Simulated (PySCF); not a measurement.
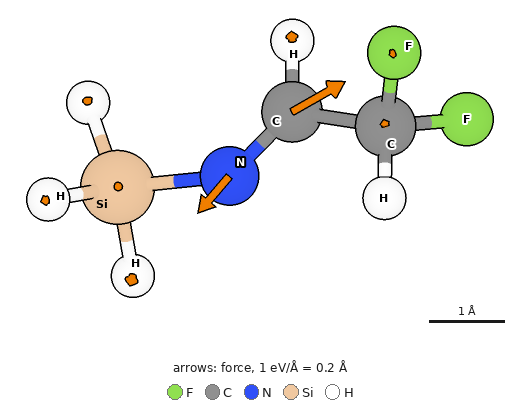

Starting geometry of C2H5F2NSi with the computed forces as orange arrows. The picture is a ball-and-stick view, seen at a tilt.

The start comes from GFN2-xTB. Its atoms were then displaced at random by about 0.01 Å.

Computed with PBE0-D3(BJ)/def2-SVP geometry optimisation, gas phase (PySCF). 

### What follows when this structure is relaxed?

It isn't relaxed: the largest force vector, on a C atom, is 4.41 eV/Å. The final displacements have little in common with the starting forces (cosine between the two patterns 0.16). After 7 geometry steps the energy has fallen by 0.239 eV. The atom that moves furthest after the best rigid fit is an H atom (0.26 Å). By element the largest moves are H 0.26 Å, N 0.19 Å, F 0.10 Å, C 0.10 Å, Si 0.04 Å. Some distances before and after: C–N 1.210 → 1.260 Å, H–Si 1.445 → 1.490 Å, C–C 1.548 → 1.508 Å, N–Si 1.728 → 1.762 Å. Among the angles between lasting bonds that change: C–N–Si 133.9° → 125.0°, N–Si–H 101.9° → 107.6°, H–Si–H 114.4° → 109.7°.
